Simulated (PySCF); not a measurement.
# Changing the system itself: BTe

One physical setting of the base script is moved in each run, with the edits that it forces.

Program: PySCF 2.14.0. Level of theory: method and basis as typed in the scripts. These are calculated values, not measurements.

3 further runs of the same task are left out: 3 that didn't finish.

## Step 1: Where the work starts

BTe: 2 atoms, charge 0, spin multiplicity 2.

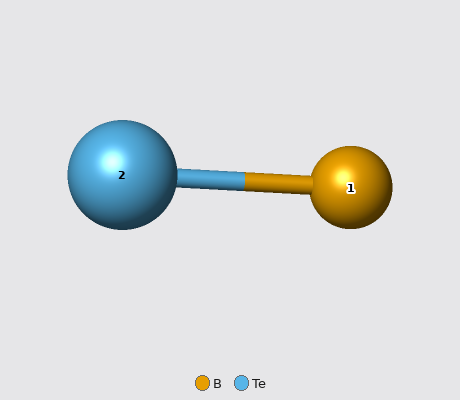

As it starts; boron amber, tellurium blue; atoms are numbered from 1 in the order of the file.

## Step 2: The run that the others are compared with

input.py reads:

```python
from pyscf import gto, scf, mp

mol = gto.M(
    atom='B 0 0 0; Te 0 0 2.455',
    basis='def2-svpd',
    ecp={'Te': 'def2-svpd'},
    charge=0,
    spin=1,
    verbose=4,
)
mf = scf.UHF(mol)
mf.kernel()
mp.MP2(mf, frozen=5).kernel()
mf.dip_moment()
print('orbital energies (hartree):', [e[max(0, n-3):n+3].round(4) for e, n in zip(mf.mo_energy, mol.nelec)])
```

Command:

```sh
$ python input.py
```

Its log is not repeated here.

Base result: E(SCF) = -291.525401 Eh, E(MP2) − E(SCF) = -0.16900 Eh, ⟨S²⟩ = 0.797, μ = 2.34 D (of the SCF density).

The bond length is a typed value, not an optimised one.

## Step 3: Lengths in bohr

Run 1 changes length unit: angstrom → bohr; bond length: 2.455 Å → 2.455 bohr.

input.py, as its differences from that of step 2:

```diff
@@ -8,2 +8,3 @@
     spin=1,
+    unit='bohr',
     verbose=4,
```

Command:

```sh
$ python input.py
```

The log of the run:

```text
PySCF version 2.14.0

[INPUT] verbose = 4
[INPUT] num. atoms = 2
[INPUT] num. electrons = 29
[INPUT] charge = 0
[INPUT] spin (= nelec alpha-beta = 2S) = 1
[INPUT] symmetry False subgroup None
[INPUT] Mole.unit = bohr
[INPUT] Symbol           X                Y                Z      unit          X                Y                Z       unit  Magmom
[INPUT]  1 B      0.000000000000   0.000000000000   0.000000000000 AA    0.000000000000   0.000000000000   0.000000000000 Bohr   0.0
[INPUT]  2 Te     0.000000000000   0.000000000000   1.299130052809 AA    0.000000000000   0.000000000000   2.455000000000 Bohr   0.0

nuclear repulsion = 48.8798370672098
number of shells = 21
number of NR pGTOs = 100
number of NR cGTOs = 55
basis = def2-svpd
ecp = {'Te': 'def2-svpd'}

******** <class 'pyscf.scf.uhf.UHF'> ********
method = UHF
initial guess = minao
damping factor = 0
level_shift factor = 0
DIIS = <class 'pyscf.scf.diis.CDIIS'>
diis_start_cycle = 1
diis_space = 8
diis_damp = 0
SCF conv_tol = 1e-09
SCF conv_tol_grad = None
SCF max_cycles = 50
direct_scf = True
direct_scf_tol = 1e-13
number electrons alpha = 15  beta = 14
Set gradient conv threshold to 3.16228e-05
init E= -263.710250400583
[... the frontier-level lines of each cycle are left out ...]

cycle= 1 E= -290.265032255017  delta_E= -26.6  |g|= 1.36  |ddm|= 13.7
cycle= 2 E= -290.859828299865  delta_E= -0.595  |g|= 0.551  |ddm|= 14.3
cycle= 3 E= -290.955103571109  delta_E= -0.0953  |g|= 0.0704  |ddm|= 1.91
cycle= 4 E= -290.9593629534  delta_E= -0.00426  |g|= 0.0333  |ddm|= 0.389
cycle= 5 E= -290.96046005183  delta_E= -0.0011  |g|= 0.0124  |ddm|= 0.188
cycle= 6 E= -290.960972014545  delta_E= -0.000512  |g|= 0.00541  |ddm|= 0.181
cycle= 7 E= -290.961099267876  delta_E= -0.000127  |g|= 0.00289  |ddm|= 0.0451
cycle= 8 E= -290.961147829515  delta_E= -4.86e-05  |g|= 0.00146  |ddm|= 0.037
cycle= 9 E= -290.961161174473  delta_E= -1.33e-05  |g|= 0.000274  |ddm|= 0.0198
cycle= 10 E= -290.961161442587  delta_E= -2.68e-07  |g|= 5.71e-05  |ddm|= 0.00267
cycle= 11 E= -290.961161450108  delta_E= -7.52e-09  |g|= 1.62e-05  |ddm|= 0.000586
cycle= 12 E= -290.961161450736  delta_E= -6.29e-10  |g|= 4.38e-06  |ddm|= 0.000217
Extra cycle  E= -290.96116145076  delta_E= -2.4e-11  |g|= 2e-06  |ddm|= 2.74e-05
converged SCF energy = -290.96116145076  <S^2> = 0.77966927  2S+1 = 2.0294524

******** <class 'pyscf.mp.ump2.UMP2'> ********
nocc = (np.int64(10), np.int64(9)), nmo = (50, 50)
frozen orbitals 5
E(UMP2) = -291.140775575556  E_corr = -0.179614124795478
E(SCS-UMP2) = -291.130004690203  E_corr = -0.168843239443093
E_corr(same-spin) = -0.0538773580517084
E_corr(oppo-spin) = -0.125736766743769
Dipole moment(X, Y, Z, Debye):  0.00000,  0.00000,  1.03328
orbital energies (hartree): [array([-0.4476, -0.4476, -0.3567,  0.0563,  0.0621,  0.0621]), array([-0.4458, -0.4327, -0.4327,  0.0456,  0.0573,  0.0675])]
```

Wall time 1 s (1 thread, shared host).

The length unit (bohr) was meant as a poor choice, so the numbers below may not describe BTe as the base run means it. Outcome: E(SCF) = -290.961161 Eh, 12 cycles, E(MP2) − E(SCF) = -0.17961 Eh, ⟨S²⟩ = 0.780, μ = 1.03 D (reversed against the base) (of the SCF density).

## Step 4: Bond 2.16 Å

Run 2 changes bond length: 2.455 Å → 2.16 Å.

input.py, as its differences from that of step 2:

```diff
@@ -3,3 +3,3 @@
 mol = gto.M(
-    atom='B 0 0 0; Te 0 0 2.455',
+    atom='B 0 0 0; Te 0 0 2.16',
     basis='def2-svpd',
```

Command:

```sh
$ python input.py
```

The log of the run:

```text
[... 8 set-up lines left out, the same as in an earlier log ...]
[INPUT] Mole.unit = angstrom
[... 2 set-up lines left out, the same as in an earlier log ...]
[INPUT]  2 Te     0.000000000000   0.000000000000   2.160000000000 AA    0.000000000000   0.000000000000   4.081808429061 Bohr   0.0
[... 1 set-up line left out, the same as in an earlier log ...]
nuclear repulsion = 29.39873394
[... 22 set-up lines left out, the same as in an earlier log ...]
init E= -262.813257123887
[... the frontier-level lines of each cycle are left out ...]

cycle= 1 E= -290.187352950842  delta_E= -27.4  |g|= 1.52  |ddm|=  5.5
cycle= 2 E= -288.286948704436  delta_E=  1.9  |g|= 1.91  |ddm|= 4.74
cycle= 3 E= -291.316653721547  delta_E= -3.03  |g|= 0.447  |ddm|= 2.52
cycle= 4 E= -291.537450276861  delta_E= -0.221  |g|= 0.143  |ddm|= 0.974
cycle= 5 E= -291.559853071506  delta_E= -0.0224  |g|= 0.0436  |ddm|= 0.275
cycle= 6 E= -291.564080567857  delta_E= -0.00423  |g|= 0.0161  |ddm|= 0.158
cycle= 7 E= -291.564758108957  delta_E= -0.000678  |g|= 0.00866  |ddm|= 0.0661
cycle= 8 E= -291.565016831309  delta_E= -0.000259  |g|= 0.00502  |ddm|= 0.0333
cycle= 9 E= -291.565187684044  delta_E= -0.000171  |g|= 0.00473  |ddm|= 0.0232
cycle= 10 E= -291.565486176351  delta_E= -0.000298  |g|= 0.00436  |ddm|= 0.0424
cycle= 11 E= -291.566216331562  delta_E= -0.00073  |g|= 0.00491  |ddm|= 0.127
cycle= 12 E= -291.566393003617  delta_E= -0.000177  |g|= 0.0029  |ddm|= 0.039
cycle= 13 E= -291.566731922936  delta_E= -0.000339  |g|= 0.00413  |ddm|= 0.163
cycle= 14 E= -291.566704658094  delta_E= 2.73e-05  |g|= 0.00201  |ddm|= 0.0574
cycle= 15 E= -291.56675461711  delta_E= -5e-05  |g|= 0.00203  |ddm|= 0.0648
cycle= 16 E= -291.566756224581  delta_E= -1.61e-06  |g|= 0.00138  |ddm|= 0.0103
cycle= 17 E= -291.566761497583  delta_E= -5.27e-06  |g|= 0.000455  |ddm|= 0.0109
cycle= 18 E= -291.566761900521  delta_E= -4.03e-07  |g|= 5.92e-05  |ddm|= 0.00235
cycle= 19 E= -291.566761911033  delta_E= -1.05e-08  |g|= 8.51e-06  |ddm|= 0.000518
cycle= 20 E= -291.566761910949  delta_E= 8.44e-11  |g|= 9.1e-06  |ddm|= 0.000176
Extra cycle  E= -291.566761911043  delta_E= -9.41e-11  |g|= 7.05e-06  |ddm|= 2.63e-05
converged SCF energy = -291.566761911043  <S^2> = 1.0901753  2S+1 = 2.3153188

******** <class 'pyscf.mp.ump2.UMP2'> ********
nocc = (np.int64(10), np.int64(9)), nmo = (50, 50)
frozen orbitals 5
E(UMP2) = -291.742331283121  E_corr = -0.175569372077576
E(SCS-UMP2) = -291.72918101491  E_corr = -0.162419103867256
E_corr(same-spin) = -0.0556893953375022
E_corr(oppo-spin) = -0.119879976740074
Dipole moment(X, Y, Z, Debye): -0.00000, -0.00000, -0.71314
orbital energies (hartree): [array([-0.4106, -0.3229, -0.3229,  0.0016,  0.0016,  0.0576]), array([-0.4798, -0.3496, -0.3496, -0.0118,  0.0597,  0.0685])]
```

It took 1.2 s on 1 thread, shared host.

Result: E(SCF) = -291.566762 Eh (-1.1255 eV from the base), E(MP2) − E(SCF) = -0.17557 Eh, ⟨S²⟩ = 1.090, μ = 0.71 D (of the SCF density).

⟨S²⟩ = 1.09 against 0.75 for a pure state: the determinant is spin-contaminated.

## Step 5: Bond 2.381 Å

Run 3 changes bond length: 2.455 Å → 2.381 Å.

input.py, as its differences from that of step 2:

```diff
@@ -3,3 +3,3 @@
 mol = gto.M(
-    atom='B 0 0 0; Te 0 0 2.455',
+    atom='B 0 0 0; Te 0 0 2.381',
     basis='def2-svpd',
```

Command:

```sh
$ python input.py
```

The log of the run:

```text
[... 11 set-up lines left out, the same as in an earlier log ...]
[INPUT]  2 Te     0.000000000000   0.000000000000   2.381000000000 AA    0.000000000000   0.000000000000   4.499437902589 Bohr   0.0
[... 1 set-up line left out, the same as in an earlier log ...]
nuclear repulsion = 26.6699980304074
[... 22 set-up lines left out, the same as in an earlier log ...]
init E= -262.722152913185
[... the frontier-level lines of each cycle are left out ...]

cycle= 1 E= -290.042453222165  delta_E= -27.3  |g|= 1.53  |ddm|= 5.34
cycle= 2 E= -287.09481036323  delta_E= 2.95  |g|= 2.05  |ddm|= 4.61
cycle= 3 E= -291.169120997972  delta_E= -4.07  |g|= 0.498  |ddm|= 2.71
cycle= 4 E= -291.469337284143  delta_E= -0.3  |g|= 0.234  |ddm|= 1.17
cycle= 5 E= -291.522805375062  delta_E= -0.0535  |g|= 0.0714  |ddm|= 0.296
cycle= 6 E= -291.533174873726  delta_E= -0.0104  |g|= 0.0262  |ddm|= 0.199
cycle= 7 E= -291.534552435975  delta_E= -0.00138  |g|= 0.016  |ddm|= 0.0834
cycle= 8 E= -291.534980117737  delta_E= -0.000428  |g|= 0.003  |ddm|= 0.052
cycle= 9 E= -291.53501409925  delta_E= -3.4e-05  |g|= 0.00165  |ddm|= 0.0133
cycle= 10 E= -291.53502985054  delta_E= -1.58e-05  |g|= 0.00107  |ddm|= 0.00929
cycle= 11 E= -291.535037641567  delta_E= -7.79e-06  |g|= 0.000669  |ddm|= 0.00619
cycle= 12 E= -291.535042849167  delta_E= -5.21e-06  |g|= 0.000551  |ddm|= 0.00524
cycle= 13 E= -291.535048017569  delta_E= -5.17e-06  |g|= 0.00044  |ddm|= 0.00616
cycle= 14 E= -291.535055759815  delta_E= -7.74e-06  |g|= 0.000183  |ddm|= 0.0156
cycle= 15 E= -291.535056728507  delta_E= -9.69e-07  |g|= 6.32e-05  |ddm|= 0.00653
cycle= 16 E= -291.535056763251  delta_E= -3.47e-08  |g|= 2.42e-05  |ddm|= 0.00115
cycle= 17 E= -291.535056765684  delta_E= -2.43e-09  |g|= 7.92e-06  |ddm|= 0.000148
cycle= 18 E= -291.535056765982  delta_E= -2.98e-10  |g|= 4.09e-06  |ddm|= 5.54e-05
Extra cycle  E= -291.535056766028  delta_E= -4.66e-11  |g|= 2.94e-06  |ddm|= 1.01e-05
converged SCF energy = -291.535056766028  <S^2> = 0.79484626  2S+1 = 2.0443544

******** <class 'pyscf.mp.ump2.UMP2'> ********
nocc = (np.int64(10), np.int64(9)), nmo = (50, 50)
frozen orbitals 5
E(UMP2) = -291.707957068633  E_corr = -0.172900302604995
E(SCS-UMP2) = -291.700722167713  E_corr = -0.165665401685294
E_corr(same-spin) = -0.0482480324315768
E_corr(oppo-spin) = -0.124652270173418
Dipole moment(X, Y, Z, Debye): -0.00000,  0.00000, -2.10414
orbital energies (hartree): [array([-4.146e-01, -3.158e-01, -3.158e-01, -2.000e-04, -2.000e-04,
        5.490e-02]), array([-0.5033, -0.3158, -0.3158, -0.0436,  0.0243,  0.0243])]
```

It took 1.1 s on 1 thread, shared host.

Outcome: E(SCF) = -291.535057 Eh (-0.2627 eV from the base), E(MP2) − E(SCF) = -0.17290 Eh, ⟨S²⟩ = 0.795, μ = 2.10 D (of the SCF density).

## Step 6: Electric field 0.05 a.u.

Run 4 changes electric field: none → 0.05 a.u.

input.py, as its differences from that of step 2:

```diff
@@ -11,2 +11,7 @@
 mf = scf.UHF(mol)
+field = 0.05  # electric field along z, atomic units
+h = mf.get_hcore() + field*mol.intor('int1e_r')[2]
+mf.get_hcore = lambda *args: h
+e_nuc = mol.energy_nuc() - field*mol.atom_charges() @ mol.atom_coords()[:, 2]
+mf.energy_nuc = lambda *args: e_nuc
 mf.kernel()
```

Command:

```sh
$ python input.py
```

The log of the run:

```text
[... 11 set-up lines left out, the same as in an earlier log ...]
[INPUT]  2 Te     0.000000000000   0.000000000000   2.455000000000 AA    0.000000000000   0.000000000000   4.639277635807 Bohr   0.0
[... 1 set-up line left out, the same as in an earlier log ...]
nuclear repulsion = 25.8660958494501
[... 22 set-up lines left out, the same as in an earlier log ...]
init E= -263.067310210375
[... the frontier-level lines of each cycle are left out ...]

cycle= 1 E= -290.11710447364  delta_E=  -27  |g|=  1.5  |ddm|= 5.29
cycle= 2 E= -287.29624729682  delta_E= 2.82  |g|= 1.83  |ddm|= 18.3
cycle= 3 E= -291.089966170636  delta_E= -3.79  |g|= 0.603  |ddm|= 17.4
cycle= 4 E= -291.475773552674  delta_E= -0.386  |g|= 0.386  |ddm|= 1.81
cycle= 5 E= -291.594431608382  delta_E= -0.119  |g|= 0.12  |ddm|= 0.444
cycle= 6 E= -291.613063370847  delta_E= -0.0186  |g|= 0.0304  |ddm|= 0.356
cycle= 7 E= -291.616010867551  delta_E= -0.00295  |g|= 0.0305  |ddm|= 0.0985
cycle= 8 E= -291.618670098753  delta_E= -0.00266  |g|= 0.0254  |ddm|= 0.0676
cycle= 9 E= -291.618413384062  delta_E= 0.000257  |g|= 0.0253  |ddm|= 0.00624
cycle= 10 E= -291.614326474106  delta_E= 0.00409  |g|= 0.0154  |ddm|= 0.175
cycle= 11 E= -291.614558742705  delta_E= -0.000232  |g|= 0.0111  |ddm|=  0.1
cycle= 12 E= -291.61482853292  delta_E= -0.00027  |g|= 0.00443  |ddm|= 0.139
cycle= 13 E= -291.614818795658  delta_E= 9.74e-06  |g|= 0.00355  |ddm|= 0.104
cycle= 14 E= -291.614833491548  delta_E= -1.47e-05  |g|= 0.000823  |ddm|= 0.0359
cycle= 15 E= -291.614834611458  delta_E= -1.12e-06  |g|= 0.00085  |ddm|= 0.0272
cycle= 16 E= -291.614835160729  delta_E= -5.49e-07  |g|= 0.000538  |ddm|= 0.0189
cycle= 17 E= -291.61483566321  delta_E= -5.02e-07  |g|= 5.64e-05  |ddm|= 0.0105
cycle= 18 E= -291.614835679366  delta_E= -1.62e-08  |g|= 1.88e-05  |ddm|= 0.0025
cycle= 19 E= -291.614835681011  delta_E= -1.65e-09  |g|= 1.08e-05  |ddm|= 0.000641
cycle= 20 E= -291.61483568159  delta_E= -5.79e-10  |g|= 5.06e-06  |ddm|= 0.00025
Extra cycle  E= -291.614835681652  delta_E= -6.12e-11  |g|= 3.81e-06  |ddm|= 2.09e-05
converged SCF energy = -291.614835681652  <S^2> = 0.77747361  2S+1 = 2.0272875

******** <class 'pyscf.mp.ump2.UMP2'> ********
nocc = (np.int64(10), np.int64(9)), nmo = (50, 50)
frozen orbitals 5
E(UMP2) = -291.829339386561  E_corr = -0.214503704909283
E(SCS-UMP2) = -291.821052709777  E_corr = -0.206217028124934
E_corr(same-spin) = -0.0590624051148528
E_corr(oppo-spin) = -0.155441299794431
Dipole moment(X, Y, Z, Debye):  0.00000, -0.00000, 13.08689
orbital energies (hartree): [array([-0.2944, -0.1996, -0.1996,  0.001 ,  0.0661,  0.0661]), array([-0.4125, -0.1945, -0.1945, -0.0198,  0.0706,  0.0785])]
```

Run time: 1.1 s. Hardware: 1 thread, shared host.

Outcome: E(SCF) = -291.614836 Eh (-2.4336 eV from the base), E(MP2) − E(SCF) = -0.21450 Eh, ⟨S²⟩ = 0.777, μ = 13.09 D (reversed against the base) (of the SCF density).

## Step 7: Charge +1 (triplet)

Run 5 changes charge: 0 → 1; spin (2S): 1 → 2.

input.py, as its differences from that of step 2:

```diff
@@ -6,4 +6,4 @@
     ecp={'Te': 'def2-svpd'},
-    charge=0,
-    spin=1,
+    charge=1,
+    spin=2,
     verbose=4,
```

Command:

```sh
$ python input.py
```

The log of the run:

```text
[... 4 set-up lines left out, the same as in an earlier log ...]
[INPUT] num. electrons = 28
[INPUT] charge = 1
[INPUT] spin (= nelec alpha-beta = 2S) = 2
[... 27 set-up lines left out, the same as in an earlier log ...]
number electrons alpha = 15  beta = 13
[... 1 set-up line left out, the same as in an earlier log ...]
init E= -262.697542923188
[... the frontier-level lines of each cycle are left out ...]

cycle= 1 E= -290.190673245946  delta_E= -27.5  |g|= 1.35  |ddm|=  5.3
cycle= 2 E= -288.416080835639  delta_E= 1.77  |g|= 1.64  |ddm|= 4.22
cycle= 3 E= -290.978080430524  delta_E= -2.56  |g|= 0.417  |ddm|= 2.54
cycle= 4 E= -291.216951026464  delta_E= -0.239  |g|= 0.108  |ddm|= 0.945
cycle= 5 E= -291.238817715609  delta_E= -0.0219  |g|= 0.0542  |ddm|= 0.272
cycle= 6 E= -291.247596727585  delta_E= -0.00878  |g|= 0.0238  |ddm|= 0.189
cycle= 7 E= -291.249539618151  delta_E= -0.00194  |g|= 0.00868  |ddm|= 0.114
cycle= 8 E= -291.249737318147  delta_E= -0.000198  |g|= 0.00289  |ddm|= 0.0352
cycle= 9 E= -291.249777219968  delta_E= -3.99e-05  |g|= 0.00169  |ddm|= 0.014
cycle= 10 E= -291.249797986434  delta_E= -2.08e-05  |g|= 0.00081  |ddm|= 0.011
cycle= 11 E= -291.24980411263  delta_E= -6.13e-06  |g|= 0.000376  |ddm|= 0.00718
cycle= 12 E= -291.24980525718  delta_E= -1.14e-06  |g|= 0.000197  |ddm|= 0.00287
cycle= 13 E= -291.249805583622  delta_E= -3.26e-07  |g|= 7.69e-05  |ddm|= 0.00192
cycle= 14 E= -291.249805620736  delta_E= -3.71e-08  |g|= 2.99e-05  |ddm|= 0.000603
cycle= 15 E= -291.249805625287  delta_E= -4.55e-09  |g|= 1.17e-05  |ddm|= 0.000207
cycle= 16 E= -291.249805625924  delta_E= -6.37e-10  |g|= 3.67e-06  |ddm|= 7.08e-05
Extra cycle  E= -291.249805625961  delta_E= -3.75e-11  |g|= 2.58e-06  |ddm|= 1.01e-05
converged SCF energy = -291.249805625961  <S^2> = 2.0674689  2S+1 = 3.044647

******** <class 'pyscf.mp.ump2.UMP2'> ********
nocc = (np.int64(10), np.int64(8)), nmo = (50, 50)
frozen orbitals 5
E(UMP2) = -291.377388393813  E_corr = -0.127582767851972
E(SCS-UMP2) = -291.374677197296  E_corr = -0.124871571334895
E_corr(same-spin) = -0.032570480870159
E_corr(oppo-spin) = -0.0950122869818126

WARN: System has nonzero charge 1; the dipole moment is origin-dependent.
Location of origin: [0. 0. 0.]

Dipole moment(X, Y, Z, Debye): -0.00000, -0.00000,  5.84118
orbital energies (hartree): [array([-0.6502, -0.6191, -0.5674, -0.217 , -0.2104, -0.1475]), array([-0.9626, -0.743 , -0.5391, -0.2553, -0.2537, -0.1942])]
```

Run time: 1 s. Hardware: 1 thread, shared host.

Result: E(SCF) = -291.249806 Eh (+7.4993 eV from the base), E(MP2) − E(SCF) = -0.12758 Eh, ⟨S²⟩ = 2.067.

The dipole of an ion depends on the origin.

## Step 8: Sextet

Run 6 changes spin (2S): 1 → 5.

input.py, as its differences from that of step 2:

```diff
@@ -7,3 +7,3 @@
     charge=0,
-    spin=1,
+    spin=5,
     verbose=4,
```

Command:

```sh
$ python input.py
```

The log of the run:

```text
[... 6 set-up lines left out, the same as in an earlier log ...]
[INPUT] spin (= nelec alpha-beta = 2S) = 5
[... 27 set-up lines left out, the same as in an earlier log ...]
number electrons alpha = 17  beta = 12
[... 1 set-up line left out, the same as in an earlier log ...]
init E= -262.697542923188
[... the frontier-level lines of each cycle are left out ...]

cycle= 1 E= -290.642174416566  delta_E= -27.9  |g|= 1.26  |ddm|= 5.34
cycle= 2 E= -291.216700066585  delta_E= -0.575  |g|= 0.557  |ddm|=  3.4
cycle= 3 E= -291.430023557009  delta_E= -0.213  |g|=  0.1  |ddm|= 0.945
cycle= 4 E= -291.449511568598  delta_E= -0.0195  |g|= 0.0475  |ddm|= 0.213
cycle= 5 E= -291.456496854922  delta_E= -0.00699  |g|= 0.0232  |ddm|= 0.124
cycle= 6 E= -291.458517813219  delta_E= -0.00202  |g|= 0.00833  |ddm|= 0.0904
cycle= 7 E= -291.458769174108  delta_E= -0.000251  |g|= 0.00492  |ddm|= 0.0308
cycle= 8 E= -291.458906531645  delta_E= -0.000137  |g|= 0.00184  |ddm|= 0.0398
cycle= 9 E= -291.458915287755  delta_E= -8.76e-06  |g|= 0.00065  |ddm|= 0.00665
cycle= 10 E= -291.45891726055  delta_E= -1.97e-06  |g|= 0.000184  |ddm|= 0.00455
cycle= 11 E= -291.458917366415  delta_E= -1.06e-07  |g|= 7.22e-05  |ddm|= 0.001
cycle= 12 E= -291.458917384798  delta_E= -1.84e-08  |g|= 2.09e-05  |ddm|= 0.000442
cycle= 13 E= -291.458917386268  delta_E= -1.47e-09  |g|= 5.03e-06  |ddm|= 0.000129
cycle= 14 E= -291.458917386336  delta_E= -6.76e-11  |g|= 1.05e-06  |ddm|= 2.77e-05
Extra cycle  E= -291.458917386338  delta_E= -2.22e-12  |g|= 4.99e-07  |ddm|= 2.95e-06
converged SCF energy = -291.458917386338  <S^2> = 8.7616518  2S+1 = 6.0038827

******** <class 'pyscf.mp.ump2.UMP2'> ********
nocc = (np.int64(12), np.int64(7)), nmo = (50, 50)
frozen orbitals 5
E(UMP2) = -291.569648633279  E_corr = -0.110731246941501
E(SCS-UMP2) = -291.557535470361  E_corr = -0.0986180840235197
E_corr(same-spin) = -0.0395300911226326
E_corr(oppo-spin) = -0.0712011558188685
Dipole moment(X, Y, Z, Debye):  0.00000, -0.00000,  3.89499
orbital energies (hartree): [array([-0.3764, -0.2806, -0.2806,  0.0455,  0.0672,  0.0672]), array([-2.    , -0.7183, -0.4027, -0.0466, -0.0466,  0.0381])]
```

Wall time 1.1 s (1 thread, shared host).

This run: E(SCF) = -291.458917 Eh (+1.8091 eV from the base), 14 cycles, E(MP2) − E(SCF) = -0.11073 Eh, ⟨S²⟩ = 8.762, μ = 3.89 D (reversed against the base) (of the SCF density).

This is not the lowest spin state: the same input with spin=1 ends 1.81 eV lower.

## Step 9: Side by side

```csv
run,E(SCF) (hartree),from base (eV),cycles,"gap, α spin (eV)",SCF dipole (D),after the SCF
base,-291.525401,0,19,8.54,2.34,"MP2 correlation -4.599 eV, core frozen"
lengths in bohr (poor choice),-290.961161,not comparable,12,11.24,1.03,"MP2 correlation -4.888 eV, core frozen"
bond 2.16 Å,-291.566762,-1.1255,20,8.83,0.71,"MP2 correlation -4.777 eV, core frozen"
bond 2.381 Å,-291.535057,-0.2627,18,8.59,2.10,"MP2 correlation -4.705 eV, core frozen"
electric field 0.05 a.u.,-291.614836,-2.4336,20,5.46,13.09,"MP2 correlation -5.837 eV, core frozen"
charge +1 (triplet),-291.249806,+7.4993,16,9.53,n/a,"MP2 correlation -3.472 eV, core frozen"
sextet,-291.458917,+1.8091,14,8.87,3.89,"MP2 correlation -3.013 eV, core frozen"
```

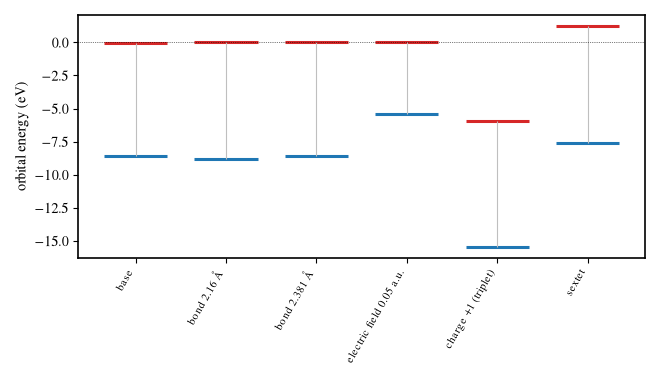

Frontier levels by run: filled blue, empty red. Open-shell runs show the α spin alone. Unsound runs are left out.

In words: The largest comparable shift of the SCF energy, -2.434 eV, comes with the run “electric field 0.05 a.u.”. At the SCF level, going to the triplet with one electron fewer costs 7.50 eV at fixed geometry, which need not be the lowest ionisation. The sextet solution found lies 1.81 eV above the base doublet at this geometry and level. Rows marked «poor choice» come from settings spoiled on purpose.
